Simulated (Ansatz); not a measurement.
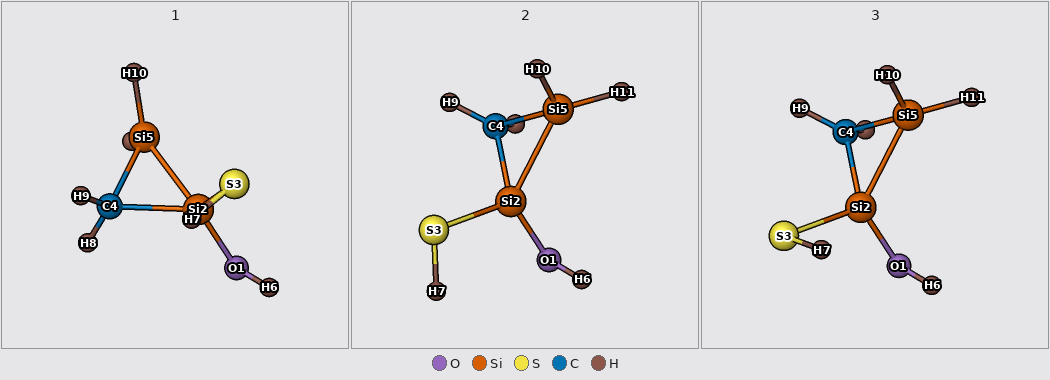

CH₆OSSi₂, SMILES O[Si]1(S)C[SiH2]1. Coordinates scanned: (1) dihedral C4–Si2–S3–H7; (2) dihedral H6–O1–Si2–C4. Nothing is relaxed (all other coordinates rigid). The scan uses an 8 × 8 grid. Energies are in meV, from the lowest grid point. The calculation used RKS PBE-D4/def2-SVP (Ansatz 0.2.0).

The numbered pictures are structures from this grid.

Which is the most stable, and how do the others follow?

3, at dihedral C4–Si2–S3–H7 = −135°, dihedral H6–O1–Si2–C4 = 135°: 18 meV; 1, at dihedral C4–Si2–S3–H7 = 45°, dihedral H6–O1–Si2–C4 = −135°: 50 meV; 2, at dihedral C4–Si2–S3–H7 = 135°, dihedral H6–O1–Si2–C4 = 135°: 119 meV.

The map, with the structures marked:

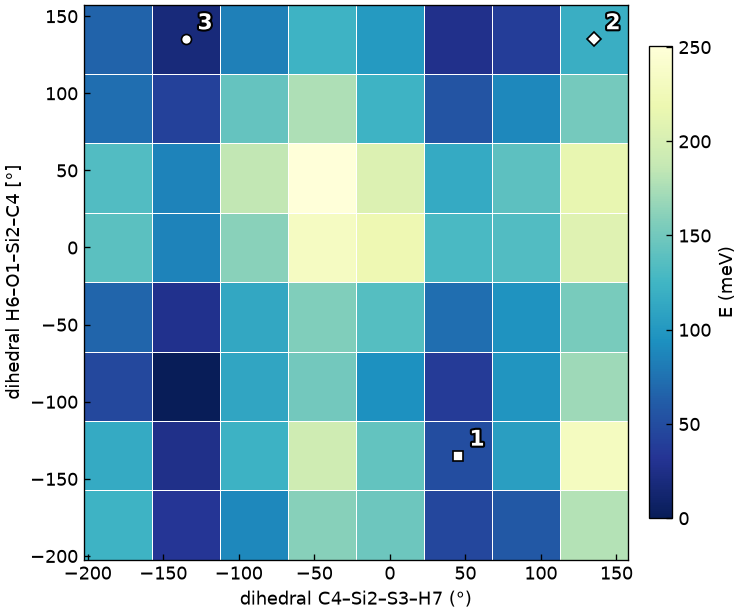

Drawn: one coloured cell a grid point.
